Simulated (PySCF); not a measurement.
**MoCl (sextet): density, localisation and related maps**

```yaml
atoms:
  - { symbol: Mo, position_ang: [0.0000, 0.0000, -0.6027] }
  - { symbol: Cl, position_ang: [0.0000, 0.0000, 1.6873] }
```

Core potentials replace the inner electrons of Mo.

Level of theory: PBE0/def2-TZVPP, non-relativistic Hamiltonian with scalar-relativistic core potentials where named, at a bond length of 2.290 Å (PySCF 2.14.0).

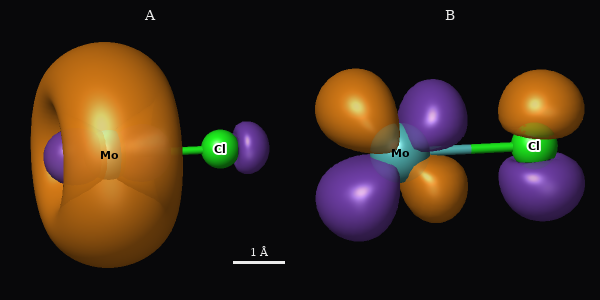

Figure 1. Two frontier α-spin orbitals, each drawn at the value that holds 80 % of its norm (orange and purple are the two phases), in no order; of a degenerate pair one member is drawn.

> Label each orbital by symmetry, say whether it is occupied, and order them by energy.

Orbital B: π, occupied in this spin, −6.20 eV; mainly on Mo (75 %).
Orbital A: σ, occupied in this spin, −6.12 eV; almost wholly on Mo.

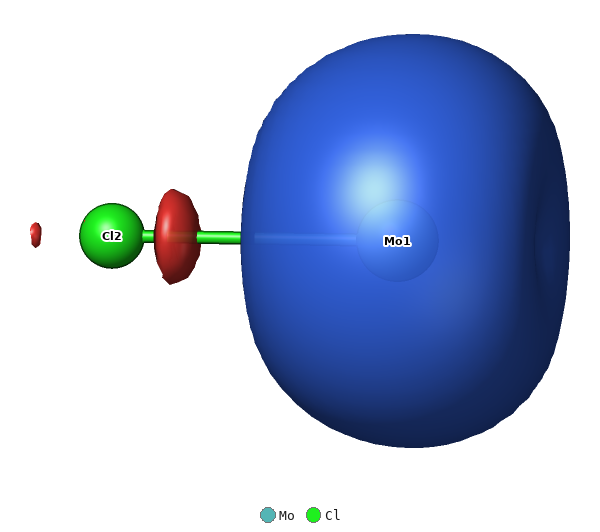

Figure 2. Isosurfaces of the spin density (α minus β) at +0.06 (blue) and −0.06 e/Å³ (red), seen from one side.

> Describe the spin distribution.

The unpaired spin (5 electrons) lies mostly on Mo1 (about 4.9) and Cl2 (about 0.1), in electrons by Hirshfeld's partition.

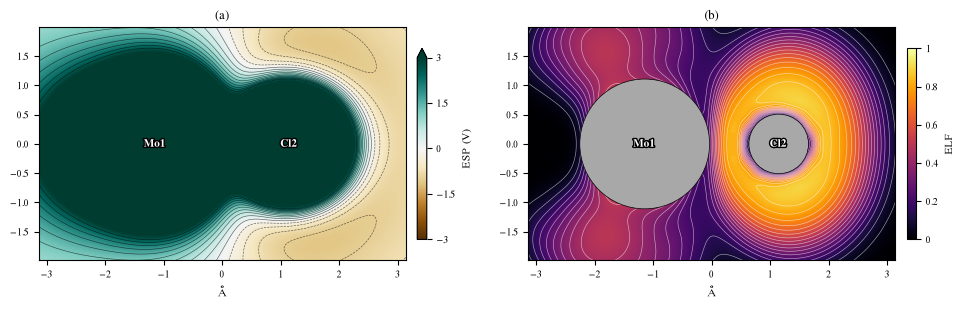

Figure 3. (a) electrostatic potential; (b) ELF on a plane that holds the molecular axis. Grey discs cover the atomic cores in the ELF map.

> What does the map show?

The plane passes through Mo and Cl nuclei. Mo–Cl (2.29 Å): the ELF peaks at about 0.85 in the valence shell of Cl, 0.8 Å from its nucleus, and is about 0.35 at the midpoint. Outside the dense part of the molecule the potential is most negative (−1.1 V) near Cl2.
